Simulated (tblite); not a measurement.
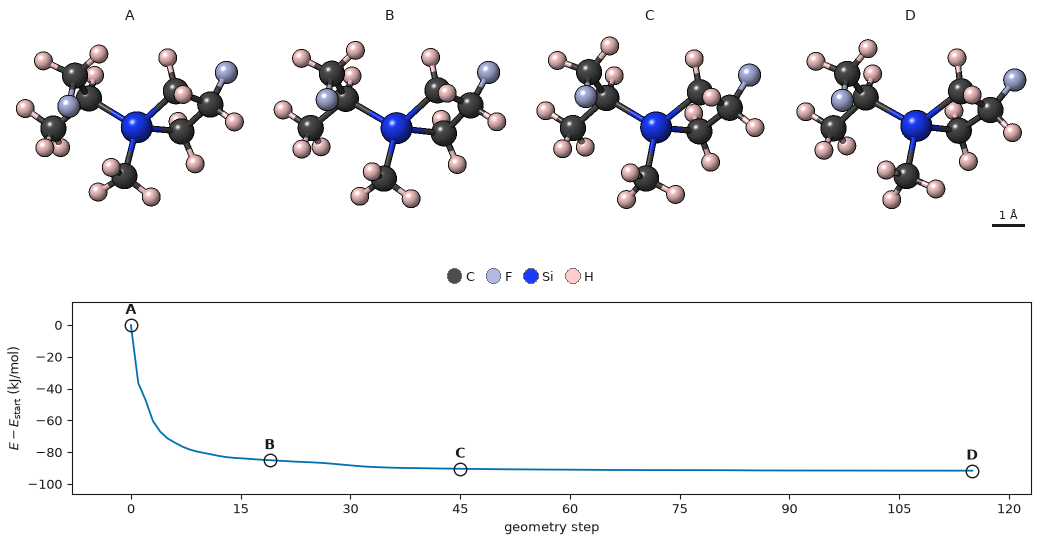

Frames of a relaxation of C7H14F2Si, marked on the history of the run. Style: ball-and-stick. Shown face on.

Computed with GFN2-xTB geometry optimisation, gas phase (tblite). 

### What happens along the run?

After 115 geometry steps the energy has fallen by 91.6 kJ/mol. The atom that moves furthest after the best rigid fit is an H atom (0.61 Å). By element the largest moves are H 0.61 Å, F 0.37 Å, C 0.26 Å, Si 0.10 Å. Near-neighbour distances that change, for instance: C–Si 1.818 → 1.918 Å, C–Si 1.863 → 1.918 Å, C–Si 1.846 → 1.899 Å, C–H 1.125 → 1.086 Å. Among the angles between lasting bonds that change: H–C–H 117.1° → 108.1°, Si–C–H 111.6° → 119.9°, C–C–H 105.9° → 113.7°. Groups turn about C–Si by about 25°. The run took 3.5 s on 1 thread of Intel(R) Xeon(R) Processor @ 2.70GHz (shared host). From step 0 to 19: an F atom moves most (0.28 Å), energy −85.0 kJ/mol. From step 19 to 45: H atoms move most (0.32 Å), energy −5.38 kJ/mol. From step 45 to 115: an H atom moves most (0.27 Å), energy −1.20 kJ/mol.

```csv
step,"E − E(0), kJ/mol"
0,0.00
1,-36.44
2,-47.16
3,-60.25
4,-67.03
5,-71.28
6,-73.93
7,-76.37
8,-78.25
9,-79.52
10,-80.43
16,-84.10
21,-85.51
27,-87.02
32,-89.00
38,-89.91
43,-90.26
49,-90.60
54,-90.79
60,-90.96
65,-91.12
71,-91.21
76,-91.24
82,-91.31
87,-91.44
93,-91.48
98,-91.51
104,-91.54
109,-91.56
115,-91.58
```
